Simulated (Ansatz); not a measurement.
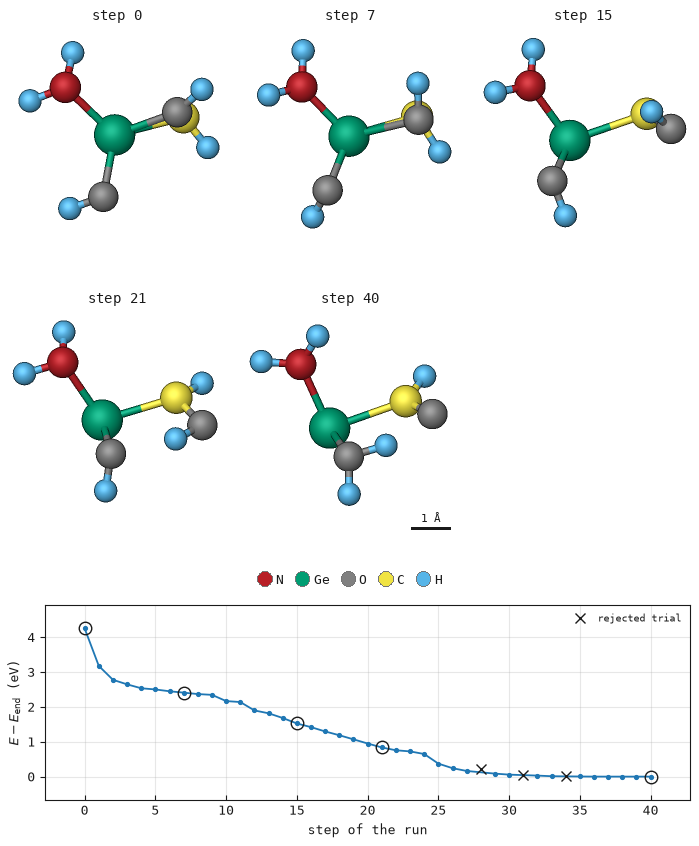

Frames of a relaxation of CH$_{5}$GeNO$_{2}$, marked on the history of the run. A ball-and-stick model, seen face on.

The run prepares an end point of a later path (hydrogen shift) calculation, from a guessed geometry.

Method: RKS B3LYP/def2-SVP (Ansatz 0.2.0).

Input
```yaml
crystal:
  periodic: [false, false, false]
  atoms:
    - { symbol: "N", position_ang: [-1.5653, -0.8123, -0.2497] }
    - { symbol: Ge, position_ang: [0.169, -0.3084, 0.0028] }
    - { symbol: O, position_ang: [1.1889, -1.6217, 0.5917] }
    - { symbol: C, position_ang: [0.7722, 1.5524, 0.1523] }
    - { symbol: O, position_ang: [0.1955, 1.0092, 1.2755] }
    - { symbol: H, position_ang: [-2.0506, 0.0335, -0.7956] }
    - { symbol: H, position_ang: [-1.5908, -1.5963, -0.8899] }
    - { symbol: H, position_ang: [1.1609, -2.3278, -0.0718] }
    - { symbol: H, position_ang: [-0.1639, 1.63581, 1.95247] }
    - { symbol: H, position_ang: [1.7918, 1.727, 0.2528] }
basis:
  gaussian: { orbitals: def2-SVP }
hamiltonian:
  xc: b3lyp
relax:
  f_tol: 0.02
  max_steps: 50
```

Launched with:
```bash
ansatz run input.yaml --threads 2 --pin off --max-ram 3072MiB --backend cpu --events-out ev --progress --plain --runs-dir out
```

**What happens along the run?**

The atom that moves furthest after the best rigid fit is H9 (2.27 Å). By element the largest moves are H 2.27 Å, O 0.95 Å, Ge 0.91 Å, N 0.82 Å, C 0.35 Å. Among the contacts that change: O3–H9 3.781 → 1.001 Å, Ge2–O5 1.832 → 2.932 Å, O5–H9 0.990 → 1.685 Å, Ge2–O3 1.764 → 2.285 Å. New bonds form, among them: O3–H9 (3.78 → 1.00 Å). Bonds break, among them: Ge2–O5 (1.83 → 2.93 Å), O5–H9 (0.99 → 1.69 Å). Bond angles that change, for instance: Ge2–C4–O5 63.8° → 122.0°, O3–Ge2–C4 120.2° → 78.1°, N1–Ge2–C4 124.4° → 93.3°. After 37 accepted moves (40 points after the start) the energy has fallen by 4.252 eV. The largest force component goes from 7.4 to 0.011 eV/Å. The line search rejected the trial steps at points 28, 31, 34 of the run. Cost: 100 s on 2 threads of Intel(R) Xeon(R) Platinum 8488C (Sapphire Rapids), with other jobs on the host, peak memory 0.29 GiB. From step 0 to 7: H7 moves most (0.54 Å), energy −1.842 eV. From step 7 to 15: H9 moves most (0.83 Å), energy −0.885 eV. From step 15 to 21: H9 moves most (1.13 Å), energy −0.688 eV. From step 21 to 40: H6 moves most (0.96 Å), energy −0.837 eV.
